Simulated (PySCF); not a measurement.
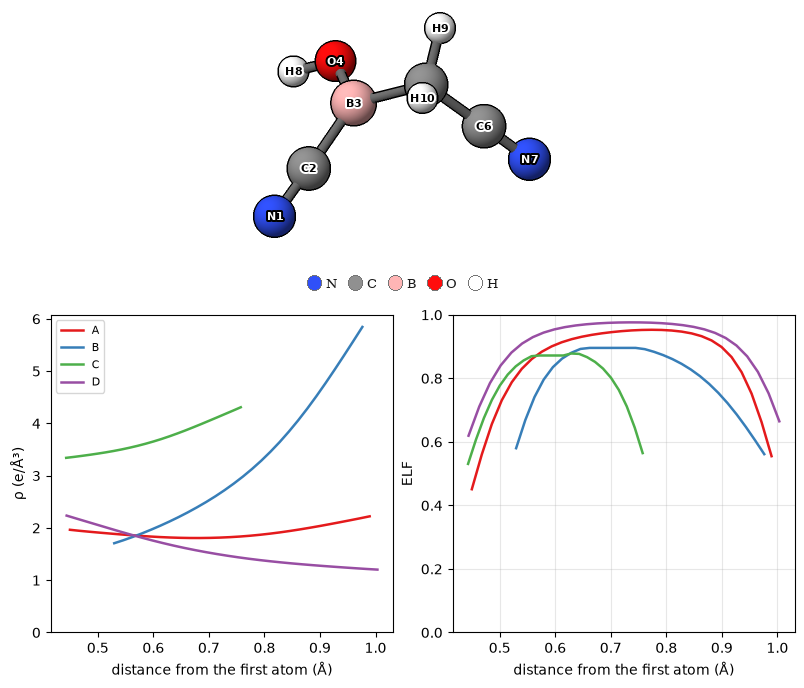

The picture shows: C3H3BN2O. Total electron density and ELF along straight lines between neighbouring atoms. The curves leave out the atomic cores. The structure is drawn too.

Geometry: GFN2-xTB.

Theory: PySCF, PBE0/pcSseg-1, SCF density, gas phase, non-relativistic.

```xyz
10

N     0.0922   -1.3230   -0.4234
C    -0.7070   -0.5550   -0.7192
B    -1.7953    0.4772   -1.0846
O    -3.0744    0.1652   -1.2223
C    -1.3604    2.0055   -1.3165
C    -0.9390    2.1679   -2.6831
N    -0.6126    2.2810   -3.7729
H    -3.3628   -0.7427   -1.1197
H    -2.2035    2.6786   -1.1467
H    -0.5303    2.3063   -0.6733
```

**Which curve belongs to which contact (B–O, C–B, C–C and C–N)? The first atom named is at distance zero.**

Curve A: C–C (1.44 Å): ρ at the midpoint is about 1.8 e/Å³; the ELF peaks at about 0.95 between the atoms, as expected for localised, covalent bonding. Curve B: B–O (1.32 Å): ρ at the midpoint is about 2.3 e/Å³; the ELF peaks at about 0.90 between the atoms: a short, strongly polar bond. Curve C: C–N (1.14 Å): ρ is about 3.6 e/Å³ halfway; the ELF peaks at about 0.90 between the atoms (a short, multiple covalent bond). Curve D: C–B (1.54 Å): the density is about 1.4 e/Å³ at the midpoint; the ELF peaks at about 1 between the atoms; a shared electron pair.
